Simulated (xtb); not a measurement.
**SnB₉H₉ (charge −2): geometry relaxation (part 2 of 5)**

SnB₉H₉, charge −2; GFN2-xTB (xtb 6.7.1 later snapshot). 

Geometry of the input (Å):
```
B  0.1192  0.6571  -1.1187
Sn -0.3763  1.4114  2.0630
B  1.2801  0.8634  0.2804
B  1.0554  -0.8039  -0.5700
B  -0.6388  -0.7314  -0.7810
B  0.9256  -0.6728  1.1873
B  -0.0861  2.0010  -0.0879
B  -1.2022  -0.7497  0.8911
B  -0.0073  -1.8061  0.4043
B  -1.3130  0.7080  -0.1942
H  0.3621  1.0431  -2.1946
H  2.3756  1.3880  0.2181
H  1.9864  -1.1720  -1.2053
H  -1.4250  -1.2379  -1.6810
H  1.7164  -1.0199  2.0303
H  -0.0828  3.1017  -0.4614
H  -2.1940  -1.1879  1.4495
H  0.0161  -2.9262  0.5043
H  -2.5973  1.1327  -0.4502
```

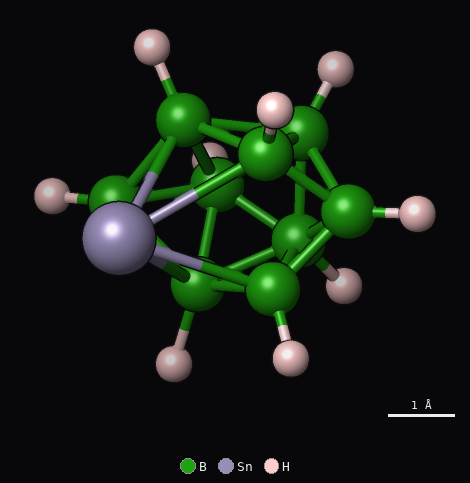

The starting structure (ball-and-stick view, seen at a tilt). Sticks mark near contacts.

Output, continued
```
........................................................................
.............................. CYCLE    6 ..............................
........................................................................

 iter      E             dE          RMSdq      gap      omega  full diag
   1    -18.1865486 -0.181865E+02  0.503E-02    2.76       0.0  T
   2    -18.1865469  0.170836E-05  0.393E-02    2.76       1.0  T
   3    -18.1865452  0.170455E-05  0.305E-02    2.76       1.0  T
   4    -18.1865472 -0.194088E-05  0.120E-02    2.76       1.9  T
   5    -18.1865503 -0.313801E-05  0.418E-03    2.76       5.5  T
   6    -18.1865505 -0.173806E-06  0.219E-03    2.76      10.5  T
   7    -18.1865505 -0.265586E-07  0.105E-03    2.76      21.9  T
   8    -18.1865505 -0.405542E-08  0.595E-04    2.76      38.6  T
   9    -18.1865505 -0.119729E-08  0.515E-04    2.76      44.6  T
     SCC iter.                  ...        0 min,  0.007 sec
     gradient                   ...        0 min,  0.007 sec
 * total energy  :   -18.0401496 Eh     change       -0.4228386E-04 Eh
   gradient norm :     0.0022968 Eh/a0  converged?    E=F G=F D=F
   step length   :     0.0318600 a0

........................................................................
.............................. CYCLE    7 ..............................
........................................................................

 iter      E             dE          RMSdq      gap      omega  full diag
   1    -18.1866263 -0.181866E+02  0.731E-02    2.77       0.0  T
   2    -18.1866216  0.464845E-05  0.703E-02    2.77       1.0  T
   3    -18.1866218 -0.146348E-06  0.377E-02    2.77       1.0  T
   4    -18.1866021  0.196697E-04  0.347E-02    2.76       1.0  T
   5    -18.1866290 -0.268408E-04  0.130E-02    2.77       1.8  T
   6    -18.1866288  0.211670E-06  0.807E-03    2.77       2.8  T
   7    -18.1866293 -0.509748E-06  0.408E-03    2.77       5.6  T
   8    -18.1866293 -0.392036E-07  0.205E-03    2.77      11.2  T
   9    -18.1866293 -0.170815E-07  0.544E-04    2.77      42.2  T
  10    -18.1866293 -0.139373E-08  0.192E-04    2.77     119.6  T
     SCC iter.                  ...        0 min,  0.008 sec
     gradient                   ...        0 min,  0.007 sec
 * total energy  :   -18.0401702 Eh     change       -0.2057533E-04 Eh
   gradient norm :     0.0012024 Eh/a0  converged?    E=F G=F D=F
   step length   :     0.0322605 a0

........................................................................
.............................. CYCLE    8 ..............................
........................................................................

 iter      E             dE          RMSdq      gap      omega  full diag
   1    -18.1866048 -0.181866E+02  0.468E-02    2.77       0.0  T
   2    -18.1866032  0.157267E-05  0.391E-02    2.77       1.0  T
   3    -18.1865924  0.107600E-04  0.306E-02    2.78       1.0  T
   4    -18.1866001 -0.763287E-05  0.167E-02    2.77       1.4  T
   5    -18.1866058 -0.577339E-05  0.396E-03    2.77       5.8  T
   6    -18.1866058  0.192326E-07  0.323E-03    2.77       7.1  T
   7    -18.1866059 -0.902347E-07  0.153E-03    2.77      15.0  T
   8    -18.1866059 -0.496773E-08  0.997E-04    2.77      23.0  T
   9    -18.1866059 -0.480965E-08  0.253E-04    2.77      90.6  T
     SCC iter.                  ...        0 min,  0.007 sec
     gradient                   ...        0 min,  0.007 sec
 * total energy  :   -18.0401762 Eh     change       -0.5987908E-05 Eh
   gradient norm :     0.0010388 Eh/a0  converged?    E=F G=F D=F
   step length   :     0.0225070 a0

........................................................................
.............................. CYCLE    9 ..............................
........................................................................

 iter      E             dE          RMSdq      gap      omega  full diag
   1    -18.1865975 -0.181866E+02  0.320E-02    2.78       0.0  T
   2    -18.1865970  0.488520E-06  0.274E-02    2.78       1.0  T
   3    -18.1865933  0.374715E-05  0.166E-02    2.78       1.4  T
   4    -18.1865952 -0.188608E-05  0.118E-02    2.77       1.9  T
   5    -18.1865979 -0.267887E-05  0.499E-03    2.78       4.6  T
   6    -18.1865978  0.230205E-07  0.413E-03    2.78       5.6  T
   7    -18.1865979 -0.867224E-07  0.288E-03    2.78       8.0  T
   8    -18.1865979 -0.188564E-07  0.123E-03    2.78      18.6  T
   9    -18.1865979 -0.381260E-08  0.479E-04    2.78      47.9  T
  10    -18.1865979 -0.848235E-09  0.118E-04    2.78     193.6  T
     SCC iter.                  ...        0 min,  0.008 sec
     gradient                   ...        0 min,  0.007 sec
 * total energy  :   -18.0401794 Eh     change       -0.3214949E-05 Eh
   gradient norm :     0.0006309 Eh/a0  converged?    E=F G=T D=F
   step length   :     0.0129651 a0

........................................................................
.............................. CYCLE   10 ..............................
........................................................................

 iter      E             dE          RMSdq      gap      omega  full diag
   1    -18.1865874 -0.181866E+02  0.246E-02    2.78       0.0  T
   2    -18.1865867  0.722175E-06  0.200E-02    2.78       1.1  T
   3    -18.1865827  0.397727E-05  0.175E-02    2.78       1.3  T
   4    -18.1865861 -0.337277E-05  0.951E-03    2.78       2.4  T
   5    -18.1865877 -0.163487E-05  0.222E-03    2.78      10.3  T
   6    -18.1865877  0.118511E-07  0.146E-03    2.78      15.7  T
   7    -18.1865877 -0.256162E-07  0.851E-04    2.78      27.0  T
   8    -18.1865877 -0.182840E-08  0.438E-04    2.78      52.4  T
     SCC iter.                  ...        0 min,  0.007 sec
     gradient                   ...        0 min,  0.007 sec
 * total energy  :   -18.0401810 Eh     change       -0.1649784E-05 Eh
   gradient norm :     0.0004743 Eh/a0  converged?    E=F G=T D=F
   step length   :     0.0129639 a0

........................................................................
.............................. CYCLE   11 ..............................
........................................................................

 iter      E             dE          RMSdq      gap      omega  full diag
   1    -18.1865864 -0.181866E+02  0.147E-02    2.78       0.0  T
   2    -18.1865860  0.367692E-06  0.122E-02    2.78       1.9  T
   3    -18.1865854  0.614970E-06  0.988E-03    2.78       2.3  T
   4    -18.1865849  0.453244E-06  0.880E-03    2.78       2.6  T
   5    -18.1865866 -0.164760E-05  0.193E-03    2.78      11.9  T
   6    -18.1865866  0.294076E-08  0.137E-03    2.78      16.8  T
   7    -18.1865866 -0.110170E-07  0.108E-03    2.78      21.3  T
   8    -18.1865866 -0.303709E-08  0.483E-04    2.78      47.5  T
   9    -18.1865866 -0.520433E-09  0.231E-04    2.78      99.2  T
     SCC iter.                  ...        0 min,  0.007 sec
     gradient                   ...        0 min,  0.007 sec
 * total energy  :   -18.0401817 Eh     change       -0.6718127E-06 Eh
   gradient norm :     0.0002775 Eh/a0  converged?    E=T G=T D=F
   step length   :     0.0072362 a0

   *** GEOMETRY OPTIMIZATION CONVERGED AFTER 11 CYCLES ***

------------------------------------------------------------------------
 total energy gain   :        -0.0303448 Eh      -19.0416 kcal/mol
 total RMSD          :         0.1594456 a0        0.0844 Å
 total power (kW/mol):        -7.2427398 (step) -366.9208 (real)
------------------------------------------------------------------------

 L-ANCopt (total)              0 d,  0 h,  0 min,  0.217 sec
 setup                          ...        0 min,  0.000 sec (  0.069%)
 model hessian                  ...        0 min,  0.009 sec (  4.139%)
 ANC generation                 ...        0 min,  0.001 sec (  0.275%)
 coordinate transformation      ...        0 min,  0.000 sec (  0.049%)
 Rational function              ...        0 min,  0.000 sec (  0.016%)
 singlepoint calculation        ...        0 min,  0.206 sec ( 94.690%)
 optimization log               ...        0 min,  0.001 sec (  0.536%)
 hessian update                 ...        0 min,  0.000 sec (  0.030%)

================
 final structure:
================
19
 xtb: 6.7.1
B            0.14637199238926        0.69791024963004       -1.15968545575775
Sn          -0.37750531318941        1.31461663465260        2.07559593056452
B            1.28063136031928        0.86297129205515        0.24058509948671
B            1.03033554738820       -0.71104160585642       -0.53883961074751
B           -0.76251191194450       -0.78776974958191       -0.81446054317744
B            0.90834815306178       -0.60799062613446        1.23730406012279
B           -0.07554970983010        1.94949464587736       -0.06743816414995
B           -1.18770572761876       -0.69769974959335        0.91481600005381
B            0.01420903888661       -1.73168249558502        0.37640094549472
B           -1.36604702368203        0.74952964436574       -0.16571964888142
H            0.31059500616254        1.04542219721483       -2.32439552348552
H            2.40002663060568        1.33356013512629        0.27431277702183
H            1.96220469533749       -1.16911211262870       -1.18995676806241
H           -1.41416332807435       -1.31365639406606       -1.70885082353958
H            1.66745312498716       -1.02222228429083        2.08442797841932
H           -0.06700678742023        3.09866744553085       -0.44353340275142
H           -2.12836417382217       -1.18477739111588        1.50092330482311
H            0.05231012534298       -2.95234044805201        0.46750579386194
H           -2.47935291584930        1.12480402250017       -0.47498074333875

 Bond Distances (Angstroems)
 ---------------------------
B1-B3=1.8096         B1-B4=1.7754         B1-B5=1.7755         B1-B7=1.6759         B1-B10=1.8105        B1-H11=1.2265
Sn2-B3=2.5141        Sn2-B6=2.4602        Sn2-B7=2.2554        Sn2-B8=2.4603        Sn2-B10=2.5140       B3-B1=1.8096
B3-Sn2=2.5141        B3-B4=1.7742         B3-B6=1.8154         B3-B7=1.7648         B3-H12=1.2148        B4-B1=1.7754
B4-B3=1.7742         B4-B5=1.8155         B4-B6=1.7833         B4-B9=1.7064         B4-H13=1.2256        B5-B1=1.7755
B5-B4=1.8155         B5-B8=1.7831         B5-B9=1.7066         B5-B10=1.7744        B5-H14=1.2252        B6-Sn2=2.4602
B6-B3=1.8154         B6-B4=1.7833         B6-B8=2.1226         B6-B9=1.6743         B6-H15=1.2106        B7-B1=1.6759
B7-Sn2=2.2554        B7-B3=1.7648         B7-B10=1.7649        B7-H16=1.2092        B8-Sn2=2.4603        B8-B5=1.7831
B8-B6=2.1226         B8-B9=1.6744         B8-B10=1.8149        B8-H17=1.2106        B9-B4=1.7064         B9-B5=1.7066
B9-B6=1.6743         B9-B8=1.6744         B9-H18=1.2246        B10-B1=1.8105        B10-Sn2=2.5140       B10-B5=1.7744
B10-B7=1.7649        B10-B8=1.8149        B10-H19=1.2149       H11-B1=1.2265        H12-B3=1.2148        H13-B4=1.2256
H14-B5=1.2252        H15-B6=1.2106        H16-B7=1.2092        H17-B8=1.2106        H18-B9=1.2246        H19-B10=1.2149
 B  H  Rav=1.2180 sigma=0.0069  Rmin=1.2092  Rmax=1.2265     9
 B  B  Rav=1.7801 sigma=0.0939  Rmin=1.6743  Rmax=2.1226    19
 Sn B  Rav=2.4408 sigma=0.0958  Rmin=2.2554  Rmax=2.5141     5

 selected bond angles (degree)
 --------------------
B4-B1-B3= 59.32                B5-B1-B3=104.28                B5-B1-B4= 61.50                B7-B1-B3= 60.70
B7-B1-B4=115.51                B7-B1-B5=115.49                B10-B1-B3= 95.52               B10-B1-B4=104.27
B10-B1-B5= 59.30               B10-B1-B7= 60.68               H11-B1-B3=128.69               H11-B1-B4=119.36
H11-B1-B5=119.36               H11-B1-B7=115.15               H11-B1-B10=128.69              B6-Sn2-B3= 42.79
B7-Sn2-B3= 43.01               B7-Sn2-B6= 79.99               B8-Sn2-B3= 74.09               B8-Sn2-B6= 51.11
B8-Sn2-B7= 79.98               B10-Sn2-B3= 64.42              B10-Sn2-B6= 74.10              B10-Sn2-B7= 43.01
B10-Sn2-B8= 42.78              Sn2-B3-B1= 99.66               B4-B3-B1= 59.38                B4-B3-Sn2=112.77
B6-B3-B1=102.85                B6-B3-Sn2= 67.02               B6-B3-B4= 59.56                B7-B3-B1= 55.90
B7-B3-Sn2= 60.66               B7-B3-B4=111.17                B7-B3-B6=115.92                H12-B3-B1=129.38
H12-B3-Sn2=121.19              H12-B3-B4=119.07               H12-B3-B6=119.18               H12-B3-B7=118.32
B3-B4-B1= 61.30                B5-B4-B1= 59.25                B5-B4-B3=104.09                B6-B4-B1=105.57
B6-B4-B3= 61.37                B6-B4-B5= 94.94                B9-B4-B1=111.45                B9-B4-B3=112.27
B9-B4-B5= 57.87                B9-B4-B6= 57.29                H13-B4-B1=119.30               H13-B4-B3=117.24
H13-B4-B5=130.87               H13-B4-B6=127.07               H13-B4-B9=120.94               B4-B5-B1= 59.25
B8-B5-B1=105.57                B8-B5-B4= 94.94                B9-B5-B1=111.44                B9-B5-B4= 57.86
B9-B5-B8= 57.30                B10-B5-B1= 61.33               B10-B5-B4=104.11               B10-B5-B8= 61.35
B10-B5-B9=112.26               H14-B5-B1=119.31               H14-B5-B4=130.86               H14-B5-B8=127.07
H14-B5-B9=120.93               H14-B5-B10=117.25              B3-B6-Sn2= 70.19               B4-B6-Sn2=114.85
B4-B6-B3= 59.07                B8-B6-Sn2= 64.45               B8-B6-B3= 98.82                B8-B6-B4= 85.05
B9-B6-Sn2=114.87               B9-B6-B3=111.78                B9-B6-B4= 59.04                B9-B6-B8= 50.67
H15-B6-Sn2=110.90              H15-B6-B3=122.20               H15-B6-B4=129.37               H15-B6-B8=135.32
H15-B6-B9=117.71               Sn2-B7-B1=115.26               B3-B7-B1= 63.40                B3-B7-Sn2= 76.33
B10-B7-B1= 63.43               B10-B7-Sn2= 76.33              B10-B7-B3= 98.80               H16-B7-B1=120.40
H16-B7-Sn2=124.33              H16-B7-B3=129.34               H16-B7-B10=129.35              B5-B8-Sn2=114.86
B6-B8-Sn2= 64.44               B6-B8-B5= 85.07                B9-B8-Sn2=114.86               B9-B8-B5= 59.05
B9-B8-B6= 50.66                B10-B8-Sn2= 70.19              B10-B8-B5= 59.09               B10-B8-B6= 98.85
B10-B8-B9=111.81               H17-B8-Sn2=110.89              H17-B8-B5=129.38               H17-B8-B6=135.29
H17-B8-B9=117.71               H17-B8-B10=122.19              B5-B9-B4= 64.27                B6-B9-B4= 63.66
B6-B9-B5=103.34                B8-B9-B4=103.33                B8-B9-B5= 63.65                B8-B9-B6= 78.67
H18-B9-B4=128.14               H18-B9-B5=128.12               H18-B9-B6=127.89               H18-B9-B8=127.87
Sn2-B10-B1= 99.64              B5-B10-B1= 59.37               B5-B10-Sn2=112.77              B7-B10-B1= 55.89
B7-B10-Sn2= 60.66              B7-B10-B5=111.14               B8-B10-B1=102.83               B8-B10-Sn2= 67.03
B8-B10-B5= 59.56               B8-B10-B7=115.92               H19-B10-B1=129.39              H19-B10-Sn2=121.19
H19-B10-B5=119.09              H19-B10-B7=118.31              H19-B10-B8=119.20

 selected dihedral angles (degree)
```
